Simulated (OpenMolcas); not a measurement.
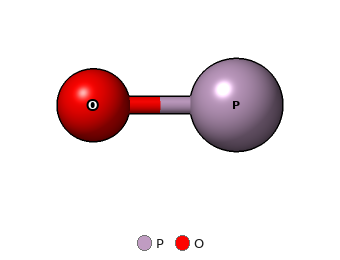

**Figure 1.** The molecule at the reference distance of 1.506 Å.

## PO: relativistic diatomic calculation (part 1 of 2)

System: PO.
Method: SA-CASSCF(9,7)/XMS-CASPT2 + RASSI spin-orbit (X2C scalar, AMFI), ANO-RCC-VTZP (OpenMolcas).

Key numbers:

- outcome: converged; components of a degenerate state are split by 32 cm⁻¹
- lowest spin-free state: ²Π
- lowest spin-orbit level: Ω = 1/2, −416.85407 hartree
- next level: Ω = 3/2, 203 cm⁻¹
- hardware: 1 thread of Intel Xeon (Granite Rapids), 176 GiB of memory available, shared host
- wall time: 22 s

Remarks:

Caveats: the two components of ²Δ at 6.40 eV, degenerate in CASSCF as they must be, are split by 32 cm⁻¹ in XMS-CASPT2, an artefact that passes into its spin-orbit levels; 4 of the 36 spin-orbit states have no clean Ω, so their splittings aren't to be trusted.

Input file:
```
&GATEWAY
Coord
2
angstrom
P 0.0 0.0 0.0
O 0.0 0.0 1.5060
Basis=ANO-RCC-VTZP
Group=XY
RX2C
AMFI
ANGMom
0.0 0.0 0.0
RICD
&SEWARD
&GUESSORB
&RASSCF
FileOrb=$CurrDir/o22.orb
Symmetry=2
Spin=2
nActEl=9 0 0
Inactive=5 2
RAS2=3 4
CIRoot=8 8 1
Linear
Iterations=120 100
OrbListing=Nothing
PRWF=0.15
>>COPY $Project.RasOrb $CurrDir/o22.orb
>>COPY $Project.rasscf.h5 $CurrDir/r22.h5
&CASPT2
XMultistate=all
Imaginary=0.2
IPEA=0.25
MaxIter=40
>>COPY $Project.JobMix JOB001
&RASSCF
FileOrb=$CurrDir/o42.orb
Symmetry=2
Spin=4
nActEl=9 0 0
Inactive=5 2
RAS2=3 4
CIRoot=2 2 1
Linear
Iterations=120 100
OrbListing=Nothing
PRWF=0.15
>>COPY $Project.RasOrb $CurrDir/o42.orb
>>COPY $Project.rasscf.h5 $CurrDir/r42.h5
&CASPT2
XMultistate=all
Imaginary=0.2
IPEA=0.25
MaxIter=40
>>COPY $Project.JobMix JOB002
&RASSCF
CIOnly
FileOrb=$CurrDir/ref.orb
Symmetry=1
Spin=2
nActEl=9 0 0
Inactive=5 2
RAS2=3 4
CIRoot=4 4 1
Linear
Iterations=120 100
OrbListing=Nothing
PRWF=0.15
>>COPY $Project.RasOrb $CurrDir/o21.orb
>>COPY $Project.rasscf.h5 $CurrDir/r21.h5
&CASPT2
XMultistate=all
Imaginary=0.2
IPEA=0.25
MaxIter=40
>>COPY $Project.JobMix JOB003
&RASSCF
FileOrb=$CurrDir/o41.orb
Symmetry=1
Spin=4
nActEl=9 0 0
Inactive=5 2
RAS2=3 4
CIRoot=1 1 1
Linear
Iterations=120 100
OrbListing=Nothing
PRWF=0.15
>>COPY $Project.RasOrb $CurrDir/o41.orb
>>COPY $Project.rasscf.h5 $CurrDir/r41.h5
&CASPT2
XMultistate=all
Imaginary=0.2
IPEA=0.25
MaxIter=40
>>COPY $Project.JobMix JOB004
&RASSI
Nr of JobIphs=4 8 2 4 1
1 2 3 4 5 6 7 8
1 2
1 2 3 4
1
SpinOrbit
EJob
Omega
MEES
MESO
Properties=4
'AngMom' 3 'Mltpl  1' 1 'Mltpl  1' 2 'Mltpl  1' 3
Thrs=1.0d-4
>>COPY $Project.rassi.h5 $CurrDir/so.h5
```

The first orbital files come from an earlier step.

Command:
```bash
pymolcas m.inp (one call a module block, same work directory)
```

Output (extracts):
```
++    Wave function specifications:
      Number of closed shell electrons          14
      Number of electrons in active shells       9
      Number of inactive orbitals                7
      Number of active orbitals                  7
      Number of secondary orbitals              50
      Spin quantum number                      0.5
      State symmetry                             2
++    Orbital specifications:
      Symmetry species                           1   2
                                                 a   b
      Frozen orbitals                            0   0
      Inactive orbitals                          5   2
      Active orbitals                            3   4
      RAS2 orbitals                              3   4
      Secondary orbitals                        26  24
      Number of basis functions                 34  30
      printout of CI-coefficients larger than  0.15 for root  1
      energy=    -416.557911
      conf/sym  111 2222     Coeff  Weight
            61  022 22u0  -0.82454 0.67986
            63  022 220u  -0.41255 0.17020
            64  022 2udu   0.16678 0.02781
            66  022 2uud  -0.18707 0.03499
      printout of CI-coefficients larger than  0.15 for root  2
      energy=    -416.557911
      conf/sym  111 2222     Coeff  Weight
            61  022 22u0  -0.41255 0.17020
            63  022 220u   0.82454 0.67986
           142  022 u2du  -0.24539 0.06022
      printout of CI-coefficients larger than  0.15 for root  3
      energy=    -416.394126
      conf/sym  111 2222     Coeff  Weight
            64  022 2udu   0.41540 0.17256
            67  022 2u02   0.47563 0.22623
           141  022 u220  -0.24243 0.05877
           142  022 u2du   0.25973 0.06746
           144  022 u2ud  -0.64951 0.42186
      printout of CI-coefficients larger than  0.15 for root  4
      energy=    -416.394126
      conf/sym  111 2222     Coeff  Weight
            64  022 2udu  -0.69236 0.47936
            67  022 2u02   0.24243 0.05877
           141  022 u220   0.47563 0.22623
           142  022 u2du   0.23704 0.05619
           144  022 u2ud  -0.34281 0.11752
      printout of CI-coefficients larger than  0.15 for root  5
      energy=    -416.366546
      conf/sym  111 2222     Coeff  Weight
            64  022 2udu   0.33977 0.11544
            66  022 2uud   0.58850 0.34633
           141  022 u220   0.48051 0.23089
           146  022 u202  -0.48051 0.23089
      printout of CI-coefficients larger than  0.15 for root  6
      energy=    -416.366546
      conf/sym  111 2222     Coeff  Weight
            62  022 2u20  -0.48051 0.23089
            67  022 2u02   0.48051 0.23089
           142  022 u2du   0.33977 0.11544
           144  022 u2ud   0.58850 0.34633
      printout of CI-coefficients larger than  0.15 for root  7
      energy=    -416.341521
      conf/sym  111 2222     Coeff  Weight
            66  022 2uud  -0.32639 0.10653
           141  022 u220  -0.36147 0.13066
           146  022 u202  -0.82808 0.68572
      printout of CI-coefficients larger than  0.15 for root  8
      energy=    -416.341521
      conf/sym  111 2222     Coeff  Weight
            62  022 2u20   0.82808 0.68572
            67  022 2u02   0.36147 0.13066
           142  022 u2du   0.23537 0.05540
           144  022 u2ud   0.24509 0.06007
      Natural orbitals and occupation numbers for root  1
      sym 1:   0.025619   1.990036   1.971922
      sym 2:   1.969758   1.907829   1.029522   0.105315
      Natural orbitals and occupation numbers for root  2
      sym 1:   0.025619   1.990036   1.971922
      sym 2:   1.907829   1.969758   0.105315   1.029522
      Natural orbitals and occupation numbers for root  3
      sym 1:   0.019009   1.993314   1.981177
      sym 2:   1.320176   1.681627   0.718519   1.286178
      Natural orbitals and occupation numbers for root  4
      sym 1:   0.019009   1.993314   1.981177
      sym 2:   1.681627   1.320176   1.286178   0.718519
      Natural orbitals and occupation numbers for root  5
      sym 1:   0.016896   1.999215   1.984179
      sym 2:   1.498232   1.498232   1.001624   1.001624
      Natural orbitals and occupation numbers for root  6
      sym 1:   0.016896   1.999215   1.984179
      sym 2:   1.498232   1.498232   1.001624   1.001624
      Natural orbitals and occupation numbers for root  7
      sym 1:   0.016566   1.985531   1.941554
      sym 2:   1.124741   1.875081   0.446099   1.610428
      Natural orbitals and occupation numbers for root  8
      sym 1:   0.016566   1.985531   1.941554
      sym 2:   1.875081   1.124741   1.610428   0.446099
      RASSCF energy for state  8                   -416.34152117
::    RASSCF root number  1 Total energy:   -416.55791091
::    RASSCF root number  2 Total energy:   -416.55791091
::    RASSCF root number  3 Total energy:   -416.39412620
::    RASSCF root number  4 Total energy:   -416.39412620
::    RASSCF root number  5 Total energy:   -416.36654610
::    RASSCF root number  6 Total energy:   -416.36654610
::    RASSCF root number  7 Total energy:   -416.34152117
::    RASSCF root number  8 Total energy:   -416.34152117
      Von Neumann Entropy (Root   1) =  0.91119
++    Wave function specifications:
      Number of closed shell electrons           2
      Number of electrons in active shells       9
      Number of inactive orbitals                1
      Number of active orbitals                  7
      Number of secondary orbitals              50
      Spin quantum number                      0.5
      State symmetry                             2
      Number of CSFs                           248
      Number of CASSCF root(s) available         8
      CASPT2 state passed to geometry opt.       8
      A file JOBMIX will be created
      This is a MULTI-STATE CASSCF reference
      Number of CI roots used                    8
      These are:                                 1   2   3   4   5   6   7   8
      Off-diagonal elements of Heff are computed
  FINAL CASPT2 RESULT:
      Reference energy:        -416.5579109144
      E2 (Non-variational):      -0.2936964449
      Shift correction:          -0.0024901743
      E2 (Variational):          -0.2961866191
      Total energy:            -416.8540975336
      Reference weight:           0.90563
  FINAL CASPT2 RESULT:
      Reference energy:        -416.5579109138
      E2 (Non-variational):      -0.2936964453
      Shift correction:          -0.0024901743
      E2 (Variational):          -0.2961866196
      Total energy:            -416.8540975335
      Reference weight:           0.90563
  FINAL CASPT2 RESULT:
      Reference energy:        -416.3941261961
      E2 (Non-variational):      -0.2763952895
      Shift correction:          -0.0016561078
      E2 (Variational):          -0.2780513972
      Total energy:            -416.6721775934
      Reference weight:           0.91785
  FINAL CASPT2 RESULT:
      Reference energy:        -416.3941261961
      E2 (Non-variational):      -0.2763952894
      Shift correction:          -0.0016561078
      E2 (Variational):          -0.2780513972
      Total energy:            -416.6721775933
      Reference weight:           0.91785
  FINAL CASPT2 RESULT:
      Reference energy:        -416.3665460995
      E2 (Non-variational):      -0.2785624051
      Shift correction:          -0.0016525221
      E2 (Variational):          -0.2802149272
      Total energy:            -416.6467610266
      Reference weight:           0.91726
  FINAL CASPT2 RESULT:
      Reference energy:        -416.3665460995
      E2 (Non-variational):      -0.2785624051
      Shift correction:          -0.0016525221
      E2 (Variational):          -0.2802149272
      Total energy:            -416.6467610266
      Reference weight:           0.91726
  FINAL CASPT2 RESULT:
      Reference energy:        -416.3415211733
      E2 (Non-variational):      -0.2740399011
      Shift correction:          -0.0017803664
      E2 (Variational):          -0.2758202675
      Total energy:            -416.6173414408
      Reference weight:           0.91817
  FINAL CASPT2 RESULT:
      Reference energy:        -416.3415211732
      E2 (Non-variational):      -0.2740399012
      Shift correction:          -0.0017803664
      E2 (Variational):          -0.2758202676
      Total energy:            -416.6173414408
      Reference weight:           0.91817
       Total XMS-CASPT2 energies:
::    XMS-CASPT2 Root  1     Total energy:   -416.85360751
::    XMS-CASPT2 Root  2     Total energy:   -416.85360751
::    XMS-CASPT2 Root  3     Total energy:   -416.67125038
::    XMS-CASPT2 Root  4     Total energy:   -416.67125038
::    XMS-CASPT2 Root  5     Total energy:   -416.64683074
::    XMS-CASPT2 Root  6     Total energy:   -416.64683074
::    XMS-CASPT2 Root  7     Total energy:   -416.61868896
::    XMS-CASPT2 Root  8     Total energy:   -416.61868896
++    Wave function specifications:
      Number of closed shell electrons          14
      Number of electrons in active shells       9
      Number of inactive orbitals                7
      Number of active orbitals                  7
      Number of secondary orbitals              50
      Spin quantum number                      1.5
      State symmetry                             2
      printout of CI-coefficients larger than  0.15 for root  1
      energy=    -416.418792
      conf/sym  111 2222     Coeff  Weight
            53  022 u2uu   0.98743 0.97502
      printout of CI-coefficients larger than  0.15 for root  2
      energy=    -416.418792
      conf/sym  111 2222     Coeff  Weight
            10  022 2uuu  -0.98743 0.97502
      Natural orbitals and occupation numbers for root  1
      sym 1:   0.032729   1.995496   1.971340
      sym 2:   1.001306   1.997473   0.999355   1.002301
      Natural orbitals and occupation numbers for root  2
      sym 1:   0.032729   1.995496   1.971340
      sym 2:   1.997473   1.001306   1.002301   0.999355
      RASSCF energy for state  2                   -416.41879222
::    RASSCF root number  1 Total energy:   -416.41879222
::    RASSCF root number  2 Total energy:   -416.41879222
      Von Neumann Entropy (Root   1) =  1.62203
++    Wave function specifications:
      Number of closed shell electrons           2
      Number of electrons in active shells       9
      Number of inactive orbitals                1
      Number of active orbitals                  7
      Number of secondary orbitals              50
      Spin quantum number                      1.5
      State symmetry                             2
      Number of CSFs                           112
      Number of CASSCF root(s) available         2
      CASPT2 state passed to geometry opt.       2
      A file JOBMIX will be created
      This is a MULTI-STATE CASSCF reference
      Number of CI roots used                    2
      These are:                                 1   2
      Off-diagonal elements of Heff are computed
  FINAL CASPT2 RESULT:
      Reference energy:        -416.4187922165
      E2 (Non-variational):      -0.2784180842
      Shift correction:          -0.0015299809
      E2 (Variational):          -0.2799480651
      Total energy:            -416.6987402816
      Reference weight:           0.92094
  FINAL CASPT2 RESULT:
      Reference energy:        -416.4187922164
      E2 (Non-variational):      -0.2784180842
      Shift correction:          -0.0015299809
      E2 (Variational):          -0.2799480651
      Total energy:            -416.6987402815
      Reference weight:           0.92094
       Total XMS-CASPT2 energies:
::    XMS-CASPT2 Root  1     Total energy:   -416.69874028
::    XMS-CASPT2 Root  2     Total energy:   -416.69874028
++    Wave function specifications:
      Number of closed shell electrons          14
      Number of electrons in active shells       9
      Number of inactive orbitals                7
      Number of active orbitals                  7
      Number of secondary orbitals              50
      Spin quantum number                      0.5
      State symmetry                             1
      printout of CI-coefficients larger than  0.15 for root  1
      energy=    -416.282252
      conf/sym  111 2222     Coeff  Weight
           142  02u 2220   0.60799 0.36965
           144  02u 2d2u  -0.15527 0.02411
           145  02u 22ud  -0.25071 0.06285
           147  02u 2202  -0.60799 0.36965
           191  02u d2u2   0.15527 0.02411
      printout of CI-coefficients larger than  0.15 for root  2
      energy=    -416.282252
      conf/sym  111 2222     Coeff  Weight
           142  02u 2220  -0.20470 0.04190
           143  02u 22du  -0.42991 0.18482
           145  02u 22ud  -0.74463 0.55447
           147  02u 2202   0.20470 0.04190
           148  02u 2du2   0.15527 0.02411
           190  02u d22u   0.15527 0.02411
      printout of CI-coefficients larger than  0.15 for root  3
      energy=    -416.260984
      conf/sym  111 2222     Coeff  Weight
           142  02u 2220   0.62823 0.39468
           144  02u 2d2u  -0.18960 0.03595
           147  02u 2202   0.62823 0.39468
           191  02u d2u2  -0.18960 0.03595
      printout of CI-coefficients larger than  0.15 for root  4
      energy=    -416.225598
      conf/sym  111 2222     Coeff  Weight
           143  02u 22du   0.78618 0.61808
           145  02u 22ud  -0.45390 0.20603
           148  02u 2du2   0.21551 0.04644
           175  0u2 2du2   0.15310 0.02344
           190  02u d22u  -0.21551 0.04644
           199  0u2 d22u  -0.15310 0.02344
      Natural orbitals and occupation numbers for root  1
      sym 1:   0.021095   1.961319   1.019901
      sym 2:   1.941831   1.941831   1.057012   1.057011
      Natural orbitals and occupation numbers for root  2
      sym 1:   0.021095   1.961319   1.019901
      sym 2:   1.941831   1.941831   1.057012   1.057011
      Natural orbitals and occupation numbers for root  3
      sym 1:   0.021077   1.957722   1.019452
      sym 2:   1.924258   1.924258   1.076615   1.076617
      Natural orbitals and occupation numbers for root  4
      sym 1:   0.018281   1.933456   1.051045
      sym 2:   1.931664   1.931664   1.066945   1.066945
      RASSCF energy for state  4                   -416.22559835
::    RASSCF root number  1 Total energy:   -416.28225245
::    RASSCF root number  2 Total energy:   -416.28225245
::    RASSCF root number  3 Total energy:   -416.26098416
::    RASSCF root number  4 Total energy:   -416.22559835
      Von Neumann Entropy (Root   1) =  1.64750
++    Wave function specifications:
      Number of closed shell electrons           2
      Number of electrons in active shells       9
      Number of inactive orbitals                1
      Number of active orbitals                  7
      Number of secondary orbitals              50
      Spin quantum number                      0.5
      State symmetry                             1
      Number of CSFs                           242
      Number of CASSCF root(s) available         4
      CASPT2 state passed to geometry opt.       4
      A file JOBMIX will be created
      This is a MULTI-STATE CASSCF reference
      Number of CI roots used                    4
      These are:                                 1   2   3   4
      Off-diagonal elements of Heff are computed
  FINAL CASPT2 RESULT:
      Reference energy:        -416.2822516801
      E2 (Non-variational):      -0.3300334489
      Shift correction:          -0.0061732510
      E2 (Variational):          -0.3362066999
      Total energy:            -416.6184583800
      Reference weight:           0.86421
  FINAL CASPT2 RESULT:
      Reference energy:        -416.2822516801
      E2 (Non-variational):      -0.3300325883
      Shift correction:          -0.0062860921
      E2 (Variational):          -0.3363186804
      Total energy:            -416.6185703604
      Reference weight:           0.86375
  FINAL CASPT2 RESULT:
      Reference enSPIN-FREE ENERGIES:
  (Shifted by EMIN (a.u.) =       -416.8536075105)
 SF State       Relative EMIN(au)   Rel lowest level(eV)    D:o, cm**(-1)      Abs_M
     1             0.0000000000        0.0000000000              0.0000         1.0
     2             0.0000000000        0.0000000000              0.0000         1.0
    15             0.1520729011        4.1381144491          33376.1439         0.0
     9             0.1548672289        4.2141519830          33989.4280         1.0
    10             0.1548672289        4.2141519830          33989.4280         1.0
     4             0.1823571272        4.9621902231          40022.7633         1.0
     3             0.1823571272        4.9621902231          40022.7633         1.0
     6             0.2067767694        5.6266825389          45382.2552         3.0
     5             0.2067767694        5.6266825389          45382.2552         3.0
     8             0.2349185510        6.3924594282          51558.6624         1.0
     7             0.2349185510        6.3924594282          51558.6624         1.0
    11             0.2350204787        6.3952330221          51581.0329         2.0
    12             0.2351658019        6.3991874673          51612.9277         2.0
    13             0.2547044622        6.9308614992          55901.1679         0.0
    14             0.2639323342        7.1819646888          57926.4518         0.0
```

(Continued in part 2.)
